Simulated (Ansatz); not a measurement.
**BSiHO (triplet): correlated methods under varied settings at distance O2–Si3 = 1.506 Å**

What do other methods and options give for BSiHO (triplet) at this geometry, and how long do they take?

Program: Ansatz 0.2.0, Gaussian basis. Level of theory: the settings change from run to run. These are calculated values, not measurements.

13 further runs of the same task are left out: 12 that didn't finish, 1 set aside as unsound or not needed.

## (1) The system

The geometry derives from a PBE0/def2-TZVP stationary point (not a proven minimum). One bond is set to the value named and the two fragments are kept rigid.

4 atoms, charge 0, spin multiplicity 3.

Atoms are counted from 1 here; the program's logs count them from 0.

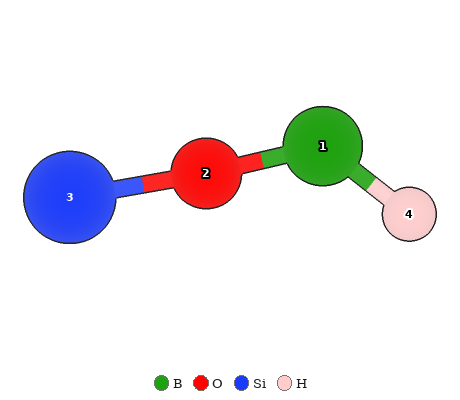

The geometry (boron green, oxygen red, silicon blue, hydrogen pink); atoms are numbered from 1 in the order of the file.

Geometry (Å):

```xyz
4
charge 0, multiplicity 3
B     0.0000   -0.2883    0.8179
O     0.0000   -0.1703   -0.4780
Si    0.0000   -0.1188   -1.9832
H     0.0000    0.5774    1.6433
```

## (2) HF/STO-3G

in.yaml reads:

```yaml
crystal:
  periodic: [false, false, false]
  atoms:
    - {symbol: B, position_ang: [0.000012, -0.288289, 0.817860]}
    - {symbol: O, position_ang: [-0.000018, -0.170305, -0.478032]}
    - {symbol: Si, position_ang: [0.000001, -0.118825, -1.983152]}
    - {symbol: H, position_ang: [0.000004, 0.577418, 1.643323]}
basis:
  gaussian: {orbitals: STO-3G}
magnetization: {spin_polarized: false, initial_magnetization: 2}
hamiltonian: {xc: hf}
accuracy: high
output: {forces: true, orbitals: {seedname: orbitals}}
```

On the command line:

```
$ ansatz run in.yaml --threads 1 --pin off --events-out ev --progress --plain --max-ram 2393MiB
```

The log of the run:

```text
Functional definition: HF
  name "HF"
  cite "Fock, Z. Phys. 61, 126 (1930) doi:10.1007/BF01340294"
  parent pbe
  exchange = exact_x
  correlation = 0
349 factors; integrals over basis functions are off by at most 2.3e-8 eV
mean field evaluation 1: about -10455.9204 eV, gradient 1.2e1 eV
mean field evaluation 2: about -10455.9800 eV, gradient 1.2e1 eV
mean field evaluation 4: about -10457.4409 eV, gradient 2.1e0 eV
mean field evaluation 8: about -10457.4770 eV, gradient 1.0e-2 eV
mean field evaluation 16: about -10457.2404 eV, gradient 1.1e0 eV
mean field evaluation 32: about -10456.4129 eV, gradient 5.2e0 eV
mean field evaluation 64: about -10457.4255 eV, gradient 8.4e-2 eV
mean field -10457.47703871 eV, -384.3051928402 hartree, gradient 8.6e-8 eV, S^2 2.000000; 2 other end points of the search recorded, 0 dependent functions left out
the calculation of the forces begins
reference -10457.47703871 eV, -384.3051928402 hartree; 15, 13 occupied and 5, 7 virtual orbitals, 349 factors
Total energy: -10457.47703871 eV, -384.3051928402 hartree
Atom 0 at     0.000012    -0.288289     0.817860 Å, force    -0.000012    -0.186539     0.669399 eV/Å
Atom 1 at    -0.000018    -0.170305    -0.478032 Å, force    -0.000021     0.254444     6.678849 eV/Å
Atom 2 at     0.000001    -0.118825    -1.983152 Å, force     0.000049     0.221947    -6.294876 eV/Å
Atom 3 at     0.000004     0.577418     1.643323 Å, force    -0.000016    -0.289852    -1.053373 eV/Å
Dipole moment:     0.000001    -0.019042    -0.237218 e Å
```

It took 1.3 s on 1 thread of Intel Xeon at 2.50GHz, shared host.

## (3) BCCD/6-31G*

in.yaml reads:

```yaml
crystal:
  periodic: [false, false, false]
  atoms:
    - {symbol: B, position_ang: [0.000012, -0.288289, 0.817860]}
    - {symbol: O, position_ang: [-0.000018, -0.170305, -0.478032]}
    - {symbol: Si, position_ang: [0.000001, -0.118825, -1.983152]}
    - {symbol: H, position_ang: [0.000004, 0.577418, 1.643323]}
basis:
  gaussian: {orbitals: "6-31G*", point_charges: [{charge: 0.50, position_ang: [3.192, -0.090, 0.208]}]}
magnetization: {spin_polarized: true, initial_magnetization: 2}
hamiltonian: {xc: {name: r2SCAN}}
correlation: {method: bccd, electrons: outside_noble_gas}
```

The command is unchanged.

The log of the run, cut to the lines that bear on the results:

```text
Functional definition: r2SCAN
  name "r2SCAN"
  cite "Furness, Kaplan, Ning, Perdew & Sun, J. Phys. Chem. Lett. 11, 8208 (2020) doi:10.1021/acs.jpclett.0c02405"
  cite "Furness, Kaplan, Ning, Perdew & Sun, J. Phys. Chem. Lett. 11, 9248 (2020) doi:10.1021/acs.jpclett.0c03077"
  parent r2scan
[...]
466 factors; integrals over basis functions are off by at most 1.1e-3 eV
[...]
mean field -10611.81205560 eV, -389.9769000989 hartree, gradient 3.2e-6 eV, S^2 2.020815; 2 other end points of the search recorded, 0 dependent functions left out
7 core orbitals not correlated: weight in the atoms' cores, before any rotation towards them, 1.000 or more for the frozen orbitals, at most 0.000 for the correlated occupied ones
reference -10583.84489806 eV, -388.9491260161 hartree; 8, 6 occupied and 36, 38 virtual orbitals, 466 factors
second order -8.68156377 eV of doubles, -0.38475274 eV of singles
cycle   1  -8.91550101 eV  change    1.6e-1 eV  update   9.6e-2
[...]
cycle  17  -9.34753222 eV  change    2.8e-6 eV  update   1.0e-5
Total energy: -10593.19243029 eV, -389.2926414894 hartree
```

Run time: 14 s. Hardware: 1 thread of Intel Xeon at 2.50GHz, shared host.

From the report: ⟨S²⟩ of the determinant 2.021 (pure triplet: 2.00); correlation -9.3475 eV; largest double amplitude 0.10.

## (4) CCSD(T) on UHF/cc-pVDZ

in.yaml reads:

```yaml
crystal:
  periodic: [false, false, false]
  atoms:
    - {symbol: B, position_ang: [0.000012, -0.288289, 0.817860]}
    - {symbol: O, position_ang: [-0.000018, -0.170305, -0.478032]}
    - {symbol: Si, position_ang: [0.000001, -0.118825, -1.983152]}
    - {symbol: H, position_ang: [0.000004, 0.577418, 1.643323]}
basis:
  gaussian: {orbitals: cc-pVDZ, fitting: {mean_field: def2-universal-jkfit}}
magnetization: {spin_polarized: true, initial_magnetization: 2}
correlation: {method: ccsd_t, electrons: outside_noble_gas}
output: {forces: true}
```

The command is unchanged.

The log of the run, cut to the lines that bear on the results:

```text
Functional definition: HF
  name "HF"
  cite "Fock, Z. Phys. 61, 126 (1930) doi:10.1007/BF01340294"
  parent pbe
[...]
298 factors; integrals over basis functions are off by at most 2.6e-1 eV
[...]
mean field -10585.14597675 eV, -388.9969397760 hartree, gradient 2.0e-6 eV, S^2 2.025129; 8 other end points of the search recorded, 0 dependent functions left out
determinant -10585.14597675 eV, -388.9969397760 hartree, with singles and doubles -10594.03635956 eV, -389.3236553181 hartree
determinant -10584.86223974 eV, -388.9865126330 hartree, with singles and doubles -10593.57031577 eV, -389.3065285246 hartree
determinant -10582.67718264 eV, -388.9062132658 hartree, with singles and doubles -10591.54677058 eV, -389.2321646105 hartree
determinant -10585.14597675 eV, -388.9969397760 hartree, with singles and doubles -10594.03907424 eV, -389.3237550807 hartree
[...]
7 core orbitals not correlated: weight in the atoms' cores, before any rotation towards them, 1.000 or more for the frozen orbitals, at most 0.000 for the correlated occupied ones
reference -10585.14597675 eV, -388.9969397760 hartree; 8, 6 occupied and 36, 38 virtual orbitals, 298 factors
second order -8.08487300 eV of doubles, -0.00000000 eV of singles
cycle   1  -8.89309764 eV  change   -1.5e-7 eV  update   2.9e-6
[...]
cycle   6  -8.89309815 eV  change   -1.5e-7 eV  update   8.4e-8
perturbative correction -0.26087884 eV, -0.0095871205 hartree
[...]
Total energy: -10594.29995374 eV, -389.3333422254 hartree
Atom 0 at     0.000012    -0.288289     0.817860 Å, force     0.000032    -0.778639     2.204467 eV/Å
Atom 1 at    -0.000018    -0.170305    -0.478032 Å, force    -0.000095     0.081944     6.405573 eV/Å
Atom 2 at     0.000001    -0.118825    -1.983152 Å, force     0.000075     0.307436    -8.692389 eV/Å
Atom 3 at     0.000004     0.577418     1.643323 Å, force    -0.000012     0.389260     0.082349 eV/Å
Dipole moment:    -0.000000     0.084128    -0.035941 e Å
```

It took 29 s on 1 thread of Intel Xeon at 2.50GHz, shared host.

From the report: ⟨S²⟩ of the determinant 2.025 (pure triplet: 2.00); correlation -9.1540 eV; T1 0.032; largest double amplitude 0.10.

## (5) CCSD(T) on ROHF/6-31G*

in.yaml reads:

```yaml
crystal:
  periodic: [false, false, false]
  atoms:
    - {symbol: B, position_ang: [0.000012, -0.288289, 0.817860]}
    - {symbol: O, position_ang: [-0.000018, -0.170305, -0.478032]}
    - {symbol: Si, position_ang: [0.000001, -0.118825, -1.983152]}
    - {symbol: H, position_ang: [0.000004, 0.577418, 1.643323]}
basis:
  gaussian: {orbitals: "6-31G*", fitting: {mean_field: def2-universal-jkfit}, point_charges: [{charge: -0.50, position_ang: [3.149, -0.030, 0.399]}]}
magnetization: {spin_polarized: false, initial_magnetization: 2}
correlation: {method: ccsd_t, electrons: all}
```

Launched as before.

The log of the run, cut to the lines that bear on the results:

```text
Functional definition: HF
  name "HF"
  cite "Fock, Z. Phys. 61, 126 (1930) doi:10.1007/BF01340294"
  parent pbe
[...]
298 factors; integrals over basis functions are off by at most 5.3e-2 eV
[...]
mean field -10584.84168989 eV, -388.9857574400 hartree, gradient 2.1e-6 eV, S^2 2.000000; 7 other end points of the search recorded, 0 dependent functions left out
[...]
determinant -10584.84168989 eV, -388.9857574400 hartree, with singles and doubles -10593.91884693 eV, -389.3193368087 hartree
determinant -10584.66708785 eV, -388.9793409336 hartree, with singles and doubles -10593.56215853 eV, -389.3062287516 hartree
determinant -10584.84168989 eV, -388.9857574400 hartree, with singles and doubles -10593.92193219 eV, -389.3194501899 hartree
determinant -10584.66708785 eV, -388.9793409336 hartree, with singles and doubles -10593.56220292 eV, -389.3062303830 hartree
[...]
reference -10584.84168989 eV, -388.9857574400 hartree; 15, 13 occupied and 36, 38 virtual orbitals, 298 factors
second order -8.31478618 eV of doubles, -0.06963356 eV of singles
cycle   1  -9.08024694 eV  change   -4.6e-6 eV  update   4.1e-6
perturbative correction -0.25659658 eV, -0.0094297503 hartree
Total energy: -10594.17853340 eV, -389.3288801105 hartree
```

It took 48 s on 1 thread of Intel Xeon at 2.50GHz, shared host.

From the report: correlation -9.3368 eV; T1 0.025; largest double amplitude 0.09.

## (6) All runs side by side

Where basis and cores are those of an earlier UCCSDT(Q)/cc-pVDZ run (-10594.3635 eV), and the state is the same kind, the miss against it is given.

```
                                                  level         correlated  functions  energy (eV)  from UCCSDT(Q) (meV)   time
                                              HF/STO-3G                            20  -10457.4770                        1.3 s
BCCD/6-31G* (beside a point charge, on r2SCAN orbitals)  outside noble gas         51  -10593.1924                         14 s
                                 CCSD(T) on UHF/cc-pVDZ  outside noble gas         51  -10594.3000                  63.6   29 s
         CCSD(T) on ROHF/6-31G* (beside a point charge)                all         51  -10594.1785                         48 s
```

## (7) Results

| quantity | value |
| --- | --- |
| runs | 4 |
| quickest | HF/STO-3G, 1.3 s |
| slowest | CCSD(T) on ROHF/6-31G* (beside a point charge), 48 s |

What this shows: Total energies in different bases, with other cores or another treatment of relativity can't be set against each other. CCSD(T) on ROHF/6-31G* (beside a point charge) took 38 times as long as HF/STO-3G; the jobs differ in more than the method.
